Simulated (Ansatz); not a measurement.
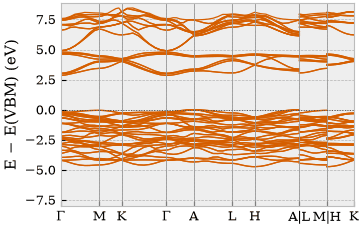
*Band structure from the program Ansatz at the PBEsol with spin–orbit coupling level (PAW)*

### Question
Read off the gap and where the band edges lie.

### Answer
About 2.8 eV (2.85 eV by a search for the band edges); maximum at A, minimum at Γ.

The material is Ba₃MgNb₂O₉ in space group P-3m1 (No. 164; Pearson symbol hP15).

The first step of the workflow began from a Materials Project structure, measured or hypothetical; the Crystallography Open Database files this formula in space group No. 164, but the cells were not matched. Its standing as an ambient phase is unchecked. The cell was relaxed with PBEsol under the symmetry of its start; its stability against distortions is not shown here. No spin polarisation was allowed.

Potentials: the later of the program's two PAW sets.
